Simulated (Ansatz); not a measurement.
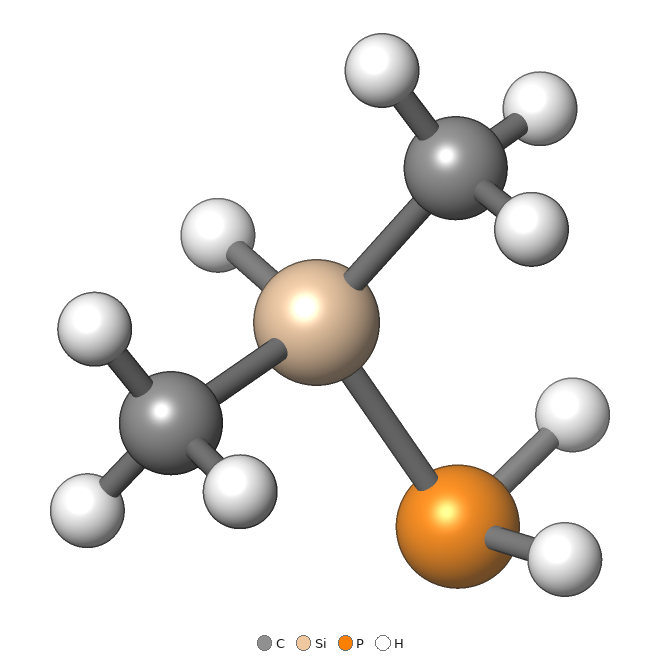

The computed structure is the end point of a PBE0-D4/def2-TZVP optimisation.

> Which formula does it have?

C2H9PSi, 13 atoms: 2 carbon, 9 hydrogen, 1 phosphorus and 1 silicon.

> What is the point group of this geometry?

C1.

> Describe its rings.

It has no ring.

> Count the bonded pairs by element.

6 C–H, 2 C–Si, 2 P–H, 1 P–Si, 1 Si–H.

More results for the same structure follow; atom numbers are the same in all pictures, views and colours differ.

### Geometry

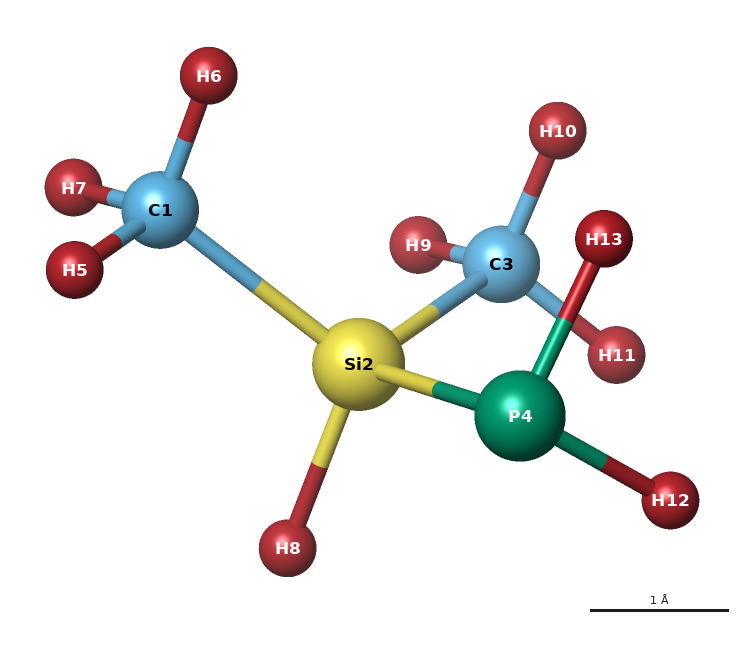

The atoms are numbered.

Which atoms are bonded, and how long are the bonds?

| bond | length (Å) | order |
| --- | --- | --- |
| C1–Si2 | 1.872 | single |
| C1–H5 | 1.092 | single |
| C1–H6 | 1.093 | single |
| C1–H7 | 1.093 | single |
| Si2–C3 | 1.872 | single |
| Si2–P4 | 2.261 | single |
| Si2–H8 | 1.492 | single |
| C3–H9 | 1.094 | single |
| C3–H10 | 1.093 | single |
| C3–H11 | 1.092 | single |
| P4–H12 | 1.421 | single |
| P4–H13 | 1.422 | single |

### Levels of theory compared

Program: Ansatz 0.2.0.

Compare HOMO–LUMO gap (eV), dipole (D) at these levels: B3LYP-D4/def2-TZVPP; PBE-D4/def2-TZVPP; r2SCAN-D4/def2-TZVPP; ωB97M-V/def2-TZVPP.

```
               level  HOMO–LUMO gap (eV)  dipole (D)
 B3LYP-D4/def2-TZVPP                7.25        1.46
   PBE-D4/def2-TZVPP                5.75        1.51
r2SCAN-D4/def2-TZVPP                6.30        1.58
  ωB97M-V/def2-TZVPP               11.43        1.46
```

### Charges

The questions are on Mulliken charges. Level of theory: RKS ωB97M-V/def2-TZVPP (Ansatz 0.2.0).

List the Mulliken charges.

| atom | value (e) |
| --- | --- |
| C1 | −0.45 |
| Si2 | 0.31 |
| C3 | −0.43 |
| P4 | −0.21 |
| H5 | 0.13 |
| H6 | 0.12 |
| H7 | 0.12 |
| H8 | −0.04 |
| H9 | 0.12 |
| H10 | 0.12 |
| H11 | 0.12 |
| H12 | 0.05 |
| H13 | 0.05 |

### Vibrations

Harmonic vibrations computed with RKS PBE0-D4/def2-TZVP (Ansatz 0.2.0) at a stationary point of the same level.

> How many vibrational modes are there, and where do they lie?

33 modes: 127, 154, 163, 166, 189, 217, 433, 571, 601, 636, 665, 711, 775, 797, 859, 886, 900, 1088, 1271, 1278, 1443, 1445, 1452, 1457, 2192, 2396, 2408, 3046, 3049, 3128, 3130, 3139, 3139 cm⁻¹.

Mulliken values depend strongly on the basis set and can even reverse the polarity of a bond.
